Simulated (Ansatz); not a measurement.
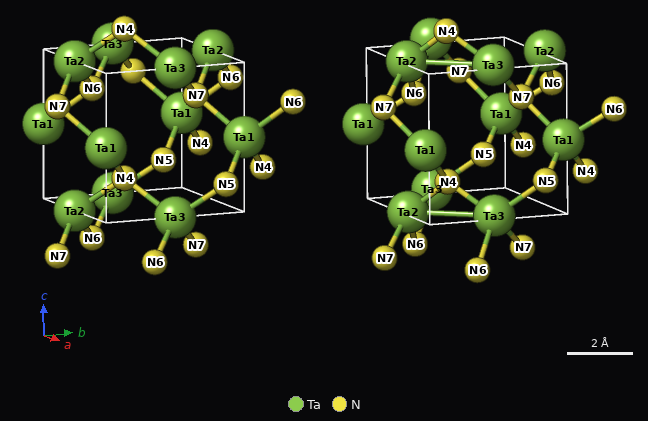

Two geometries of crystalline Ta$_{3}$N$_{4}$ (a generated structure, set up in P1) (coarse preliminary run), drawn at one scale. One is the start of a relaxation, the other its converged end. The picture is a ball-and-stick view of the cell of the calculation, seen slightly off an axis.

These are results of Ansatz 0.2.0, DFT PBE, scalar-relativistic, plane waves, PAW, not measurements. (plane-wave cutoff 420 eV; k-point mesh 6 × 6 × 6; occupations gaussian; smearing width 0.2 eV; no spin polarisation; cell and atoms relaxed; force threshold 0.025 eV/Å; at most 60 steps)

**Which one is relaxed?**

The left one is the relaxed one. After 5 accepted moves (7 points after the start) the energy has fallen by 3.240 eV per cell of the calculation. Largest force component: 7.3 eV/Å at the start, 0.0024 eV/Å at the end. Pressure: 15.29 GPa at the start and 0.00 GPa at the end. At 2 points the geometry stayed and the basis and grid were re-selected for the new cell (energy shift of 3.6 meV per cell of the calculation at most each time). The largest move relative to the cell is that of Ta2, 0.32 Å along [−1 −1 0]. By element the largest moves are Ta 0.32 Å, N 0.22 Å. The drawn cell changes as follows: a 4.742 → 4.690 Å (−1.1 %), b 4.692 → 4.690 Å (−0.1 %), c 4.722 → 4.690 Å (−0.7 %), α 90.4° → 90.0°, β 91.1° → 90.0°, γ 90.9° → 90.0°; the volume changes by −1.8 %. Some distances before and after: Ta2–N5 2.500 → 2.010 Å, Ta2–Ta3 2.828 → 3.317 Å, Ta2–Ta3 (another image) 3.797 → 3.316 Å, Ta2–N4 1.719 → 2.010 Å. New bonds form: Ta2–N5 (2.50 → 2.01 Å). Among the angles between lasting bonds that change: N4–Ta2–N6 124.9° → 111.3°, N4–Ta3–N7 123.4° → 111.3°, N6–Ta3–N7 101.6° → 111.3°. The space group (tolerance 0.01 Å) goes from P1 (No. 1) to P-43m (No. 215).
